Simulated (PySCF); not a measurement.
# C₇H₉ (SMILES CC#C/C=C/[CH+]C) (charge +1): what the fields show

Input file:

```
{"job": {"kind": "nmr", "xc": "PBE", "basis": "pcSseg-1", "solvent": "benzene", "pop": false}, "charge": 1, "multiplicity": 1}
C      3.973446    -0.264333     0.135943
C      2.557331    -0.204597     0.309647
C      1.357810    -0.162489     0.471568
C     -0.017666    -0.133997     0.691044
C     -0.922718     0.509006    -0.061629
C     -2.327085     0.659348     0.004770
C     -3.273420    -0.202384    -0.647875
H      4.410200    -0.959316     0.853483
H      4.408440     0.723320     0.290591
H      4.211513    -0.602520    -0.872856
H     -0.360306    -0.693861     1.552868
H     -0.559759     1.070484    -0.929525
H     -2.725783     1.510446     0.557163
H     -2.818766    -1.004748    -1.223920
H     -3.978383     0.376784    -1.256814
H     -3.934855    -0.621143     0.125542
```

Launched as:

```sh
OMP_NUM_THREADS=1 python ens_run.py task.json out
```

Geometry: GFN2-xTB.

Level of theory: PySCF, PBE/pcSseg-1, SCF density, in a benzene solvent model, non-relativistic.

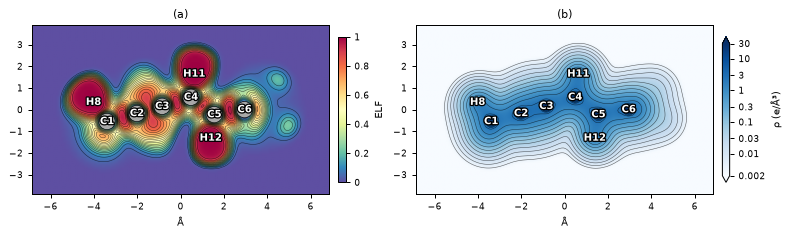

Figure 1. (a) electron localisation function; (b) electron density on the plane of atoms C5, C4 and H11. Grey discs cover the atomic cores in the ELF map.

Question: What do the fields say about this system?

Answer: The plane passes through C and H nuclei. C–C (1.21 Å): ρ is about 2.7 e/Å³ halfway; the ELF peaks at about 0.85 between the atoms (a short, multiple covalent bond). C–H (1.08 Å): ρ at the midpoint is about 2 e/Å³; the ELF climbs to about 1 towards the hydrogen, as it does in any bond to H (an ordinary covalent bond to hydrogen). C–C (1.34 Å): the density is about 2.1 e/Å³ at the midpoint; the ELF peaks at about 0.90 between the atoms (a short, multiple covalent bond). C–C (1.39 Å): ρ is about 2 e/Å³ halfway; the ELF peaks at about 0.95 between the atoms; a covalent bond.

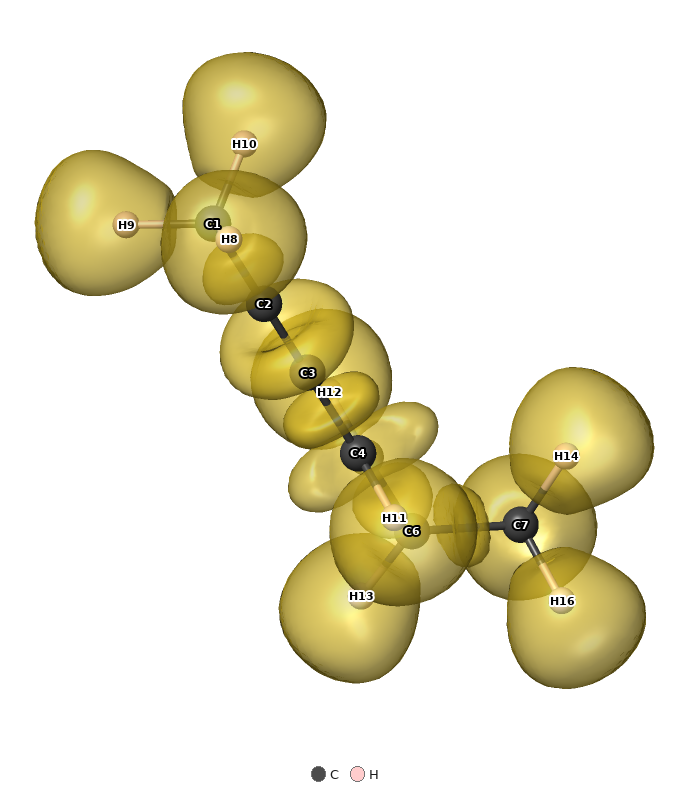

Figure 2. Isosurface of the ELF at 0.8 (yellow), seen at an oblique angle. Only the valence region is drawn (cores and ρ < 0.01 e/Å³ removed).

Question: Identify the bonds, lone pairs and shells in this picture.

Answer: At this value the surface marks out six regions between bonded C–C atoms (shared pairs) and nine regions around hydrogen nuclei.
